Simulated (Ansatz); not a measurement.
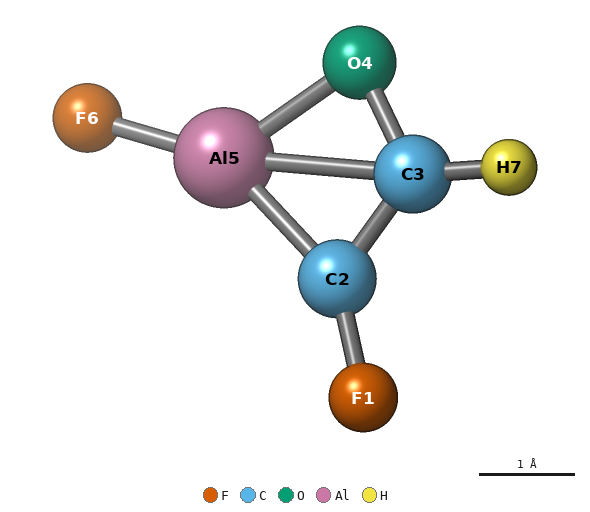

Orthographic view. Atoms fade into the background with distance from the viewer. The computed structure is the end point of a PBE-D4/def2-SVP optimisation. No frequency run is at hand to confirm it as a minimum.

Write a Z-matrix (Å, degrees) in the order of the atom numbers, with these reference atoms: 2 to 1; 3 to 2, 1; 4 to 3, 2, 1; 5 to 4, 3, 2; 6 to 5, 4, 3; 7 to 3, 2, 1.

```
F  
C    1   1.336
C    2   1.370   1   127.7
O    3   1.389   2   114.5   1   180.0
Al   4   1.801   3    86.1   2     0.0
F    5   1.662   4   130.6   3   179.9
H    3   1.106   2   128.6   1     0.1
```
